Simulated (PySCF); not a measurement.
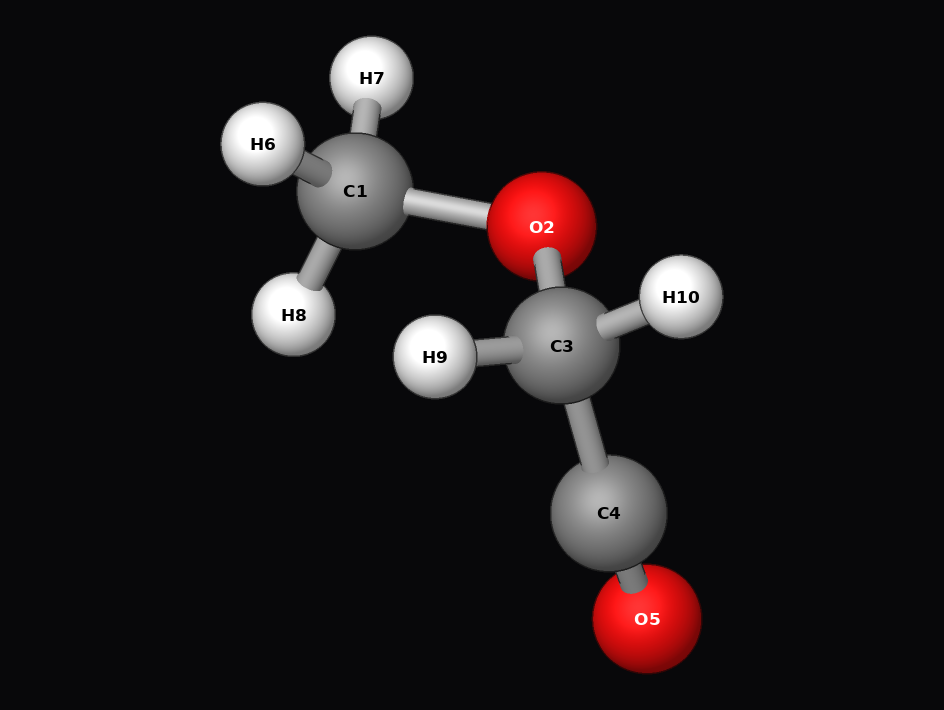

Charge +1, singlet. The computed structure is the end point of a GFN2-xTB optimisation. No frequency run is at hand to confirm it as a minimum. Properties computed with GIAO PBE0/pcSseg-1 NMR shielding, non-relativistic, gas phase (PySCF 2.14.0). Principal shieldings σ11 ≤ σ22 ≤ σ33, span Ω = σ33 − σ11, skew κ = 3(σiso − σ22)/Ω.

Which C atom has the most anisotropic shielding?

C4, with a span of 351 ppm.

Give the shielding tensors of the C atoms.

| atom | σ11 | σ22 | σ33 | σiso | Ω | κ |
| --- | --- | --- | --- | --- | --- | --- |
| C1 | 77.0 | 94.1 | 184.4 | 118.5 | 107.4 | 0.68 |
| C3 | 99.3 | 108.3 | 168.1 | 125.3 | 68.8 | 0.74 |
| C4 | −100.2 | −75.0 | 251.2 | 25.3 | 351.4 | 0.86 |

Shieldings and span in ppm.
